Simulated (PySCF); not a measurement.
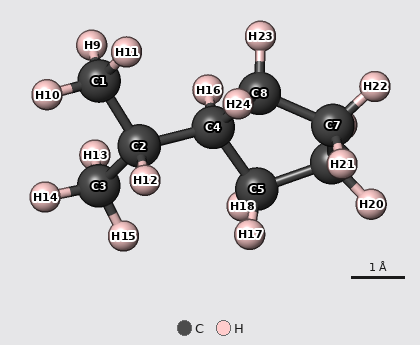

Figure 1. The structure (ball-and-stick view, seen at a tilt; atoms are numbered from 1 in the order of the input). Bond lengths as drawn: C–C 1.52 to 1.55 Å and C–H 1.10 to 1.11 Å.

## C8H16: one change and its effect

System: C8H16, SMILES CC(C)C1CCCC1.
Method of run 1: GIAO PBE0/cc-pVDZ NMR shielding, non-relativistic, gas phase (PySCF 2.14.0).

The geometry comes from this level: PBE0-D3(BJ)/def2-SVP. Text and figures count atoms from 1; the logs count them from 0 in places.

Input file, run 1:
```
{"job": {"kind": "nmr", "xc": "PBE0", "basis": "cc-pVDZ", "pop": true}, "charge": 0, "multiplicity": 1}
C     -2.153157     0.415170     1.306181
C     -1.409571    -0.235226     0.143990
C     -2.241197    -0.156512    -1.131975
C     -0.017311     0.375084    -0.039064
C      0.788535    -0.176507    -1.222323
C      2.227605     0.187041    -0.878897
C      2.317665    -0.136734     0.612934
C      0.922560     0.195640     1.179887
H     -2.332846     1.484325     1.102998
H     -3.132981    -0.060182     1.468840
H     -1.588250     0.346129     2.247702
H     -1.261262    -1.305129     0.388989
H     -2.356582     0.890376    -1.459965
H     -3.250923    -0.565717    -0.972090
H     -1.783036    -0.717024    -1.959922
H     -0.155094     1.459443    -0.212417
H      0.680502    -1.276020    -1.265461
H      0.457321     0.220855    -2.193239
H      2.383979     1.266885    -1.045096
H      2.975513    -0.345469    -1.486082
H      2.528927    -1.210993     0.739040
H      3.129029     0.403970     1.122812
H      0.942008     1.104139     1.800339
H      0.561928    -0.614793     1.833777
```

The first line tells a small driver script what to run in PySCF; the rest is the geometry in Å.

Hardware: 1 CPU thread, shared host.

Output (run 1):
```
coarse grid: 18608 points
cycle   1  E = -314.0490957487  dE =  7.122e-01  |g| = 4.578e-01  |ddm| = 8.505e+00
cycle   2  E = -314.0317478587  dE =  1.735e-02  |g| = 5.396e-01  |ddm| = 1.948e+00
cycle   3  E = -314.1103016016  dE = -7.855e-02  |g| = 4.061e-02  |ddm| = 9.829e-01
cycle   4  E = -314.1105870257  dE = -2.854e-04  |g| = 2.209e-02  |ddm| = 8.643e-02
cycle   5  E = -314.1107035498  dE = -1.165e-04  |g| = 4.720e-03  |ddm| = 4.059e-02
cycle   6  E = -314.1107091251  dE = -5.575e-06  |g| = 5.813e-04  |ddm| = 8.441e-03
final grid: 175616 points
cycle   7  E = -314.1248893497  dE = -5.232e-05  |g| = 1.042e-02  |ddm| = 8.669e-02
cycle   8  E = -314.1248759600  dE =  1.339e-05  |g| = 1.269e-02  |ddm| = 4.106e-02
cycle   9  E = -314.1249188401  dE = -4.288e-05  |g| = 6.941e-04  |ddm| = 2.220e-02
cycle  10  E = -314.1249189471  dE = -1.070e-07  |g| = 2.565e-04  |ddm| = 1.420e-03
cycle  11  E = -314.1249189632  dE = -1.606e-08  |g| = 4.024e-05  |ddm| = 4.603e-04
cycle  12  E = -314.1249189636  dE = -3.964e-10  |g| = 9.823e-06  |ddm| = 8.412e-05
converged SCF energy = -314.1249189636

GIAO shielding tensors (ppm)
atom      isotropic    diamagn.    paramagn.     s11        s22        s33       span
  0 C      172.691     245.581     -72.890    158.455    164.387    195.230     36.775
  1 C      157.683     244.836     -87.154    145.217    157.339    170.491     25.274
  2 C      173.224     245.658     -72.434    159.627    165.850    194.196     34.569
  3 C      146.604     245.921     -99.317    123.339    144.922    171.551     48.211
  4 C      161.053     248.005     -86.952    142.467    165.295    175.398     32.931
  5 C      166.147     246.920     -80.773    143.293    174.218    180.931     37.638
  6 C      168.962     245.966     -77.004    143.571    178.519    184.795     41.224
  7 C      165.171     247.846     -82.675    138.086    170.235    187.193     49.107
  8 H       30.758      30.587       0.171     27.846     28.372     36.055      8.209
  9 H       30.423      28.504       1.919     26.165     27.828     37.274     11.109
 10 H       30.146      31.217      -1.071     24.769     30.286     35.383     10.613
 11 H       30.259      34.001      -3.742     27.936     28.997     33.845      5.909
 12 H       30.737      30.793      -0.055     27.656     28.547     36.010      8.355
 13 H       30.460      28.510       1.950     26.055     28.134     37.191     11.137
 14 H       30.127      31.308      -1.181     24.876     29.993     35.512     10.636
 15 H       30.134      35.390      -5.256     28.018     28.839     33.546      5.528
 16 H       30.410      33.649      -3.239     25.626     30.254     35.349      9.722
 17 H       29.583      32.380      -2.796     24.274     29.500     34.976     10.702
 18 H       30.021      30.626      -0.605     25.787     27.644     36.633     10.845
 19 H       29.665      28.453       1.213     25.004     26.946     37.045     12.041
 20 H       29.914      30.544      -0.630     24.972     27.977     36.791     11.819
 21 H       29.678      28.316       1.363     24.836     27.397     36.802     11.966
 22 H       29.599      32.115      -2.516     24.220     29.083     35.495     11.275
 23 H       30.166      33.300      -3.134     24.705     30.977     34.815     10.110
```

Run 2 used a changed input.

The two runs side by side:

```csv
quantity,run 1,run 2
outcome,converged,converged
total energy (hartree),−314.124919,−313.888625
HOMO (eV),−8.38,−8.43
LUMO (eV),1.76,1.66
dipole moment (D),0.05,0.05
shielding of C1 (ppm),172.7,170.6
shielding of C2 (ppm),157.7,158.1
shielding of C3 (ppm),173.2,171.1
shielding of C5 (ppm),161.1,159.8
shielding of C6 (ppm),166.1,165.2
shielding of C7 (ppm),169.0,168.3
shielding of C8 (ppm),165.2,164.0
SCF iterations,12,12
basis functions,192,192
wall time (shared host),30 s,28 s
```

What was changed in the input?

The change (lines with − go, lines with + come):
```diff
-"basis": "cc-pVDZ"
+"basis": "def2-SVP"
```

The total energy of run 2 is 148.3 kcal/mol higher, which measures the change of basis and not a stability. The LUMO goes from 1.76 to 1.66 eV. Of all shieldings, the largest change is that of C1 and C3, by −2.1 ppm. The number of SCF iterations is the same.

Output (run 2):
```
coarse grid: 18608 points
cycle   1  E = -313.7824041169  dE =  6.000e-01  |g| = 4.326e-01  |ddm| = 4.742e+00
cycle   2  E = -313.7699219196  dE =  1.248e-02  |g| = 5.022e-01  |ddm| = 1.170e+00
cycle   3  E = -313.8381839404  dE = -6.826e-02  |g| = 3.640e-02  |ddm| = 6.468e-01
cycle   4  E = -313.8383948962  dE = -2.110e-04  |g| = 2.056e-02  |ddm| = 6.901e-02
cycle   5  E = -313.8384945119  dE = -9.962e-05  |g| = 4.702e-03  |ddm| = 2.772e-02
cycle   6  E = -313.8385000159  dE = -5.504e-06  |g| = 4.994e-04  |ddm| = 6.001e-03
final grid: 175616 points
cycle   7  E = -313.8886010240  dE = -5.943e-05  |g| = 9.442e-03  |ddm| = 5.650e-02
cycle   8  E = -313.8885911021  dE =  9.922e-06  |g| = 1.133e-02  |ddm| = 2.387e-02
cycle   9  E = -313.8886252871  dE = -3.418e-05  |g| = 5.771e-04  |ddm| = 1.362e-02
cycle  10  E = -313.8886253566  dE = -6.949e-08  |g| = 2.389e-04  |ddm| = 1.069e-03
cycle  11  E = -313.8886253704  dE = -1.389e-08  |g| = 3.876e-05  |ddm| = 2.795e-04
cycle  12  E = -313.8886253708  dE = -3.679e-10  |g| = 7.645e-06  |ddm| = 6.487e-05
converged SCF energy = -313.8886253708

GIAO shielding tensors (ppm)
atom      isotropic    diamagn.    paramagn.     s11        s22        s33       span
  0 C      170.619     244.744     -74.125    156.911    162.676    192.271     35.361
  1 C      158.095     245.151     -87.056    145.235    158.058    170.991     25.756
  2 C      171.128     244.854     -73.726    157.882    164.180    191.323     33.441
  3 C      146.412     249.277    -102.865    122.851    144.990    171.395     48.543
  4 C      159.825     248.315     -88.489    141.229    164.084    174.163     32.934
  5 C      165.217     248.169     -82.952    142.380    173.231    180.039     37.660
  6 C      168.279     248.858     -80.579    142.936    177.958    183.943     41.006
  7 C      164.045     249.285     -85.240    136.845    168.908    186.383     49.538
  8 H       30.853      30.635       0.218     27.843     28.480     36.235      8.392
  9 H       30.529      28.659       1.870     26.174     27.877     37.535     11.361
 10 H       30.243      31.167      -0.924     24.778     30.403     35.548     10.770
 11 H       30.381      34.056      -3.675     27.866     29.094     34.184      6.318
 12 H       30.831      30.837      -0.006     27.697     28.614     36.182      8.485
 13 H       30.568      28.655       1.913     26.067     28.176     37.460     11.392
 14 H       30.225      31.242      -1.017     24.876     30.100     35.699     10.823
 15 H       30.237      35.760      -5.523     28.003     28.964     33.743      5.741
 16 H       30.511      33.931      -3.420     25.699     30.339     35.494      9.795
 17 H       29.757      32.457      -2.700     24.300     29.563     35.407     11.107
 18 H       30.146      30.873      -0.727     25.948     27.689     36.801     10.854
 19 H       29.858      28.543       1.315     25.061     26.982     37.530     12.469
 20 H       30.050      30.873      -0.824     25.162     28.013     36.974     11.812
 21 H       29.877      28.375       1.501     24.956     27.423     37.251     12.296
 22 H       29.763      32.335      -2.571     24.364     29.154     35.772     11.408
 23 H       30.280      33.678      -3.398     24.720     31.037     35.081     10.361
```
